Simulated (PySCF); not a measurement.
# C5H4Cl3NO: the cost of one run

Programs: PySCF 2.14.0, with routines of our own; each step states its level. All values are computed. Atoms count from 0.

## 1. The starting structure

14 atoms, charge 0, multiplicity 1; geometry from: GFN2-xTB.

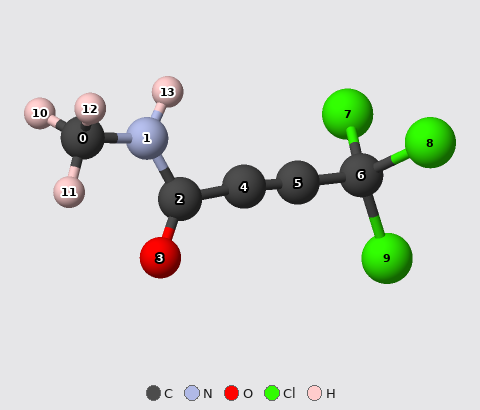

The starting geometry (carbon dark grey, nitrogen light blue, oxygen red, chlorine green, hydrogen pink).

## 2. Vibronic structure: TDDFT HF/def2-SVP

What the job is given:

```
{"job": {"kind": "vib", "xc": "HF", "basis": "def2-SVP", "tda": false}, "charge": 0, "multiplicity": 1}
C      2.961687     0.183561    -0.515766
N      1.523589     0.282802    -0.501908
C      0.748322    -0.584385     0.183597
O      1.151951    -1.508823     0.850079
C     -0.671714    -0.291475     0.040730
C     -1.864982    -0.140715    -0.004749
C     -3.278795     0.074360    -0.089132
Cl    -3.646237     1.805432     0.162319
Cl    -3.866060    -0.407681    -1.706455
Cl    -4.128791    -0.885830     1.151536
H      3.414527     1.084785    -0.099107
H      3.238340    -0.674323     0.094780
H      3.326946     0.037442    -1.533720
H      1.090538     1.024375    -1.029420
```

Method: TDDFT HF/def2-SVP vertical-gradient vibronic structure (displaced harmonic oscillators, Condon), gas phase.

Run with:

```
$ OMP_NUM_THREADS=1 python excited_run.py task.json out
```

One launch serves the whole session: the jobs run in the order shown.

**Question.** How long does this first job take on 1 thread of Arm Neoverse V1, shared host, and how much memory does it need?

About 37 s, with a peak of 0.86 GiB.
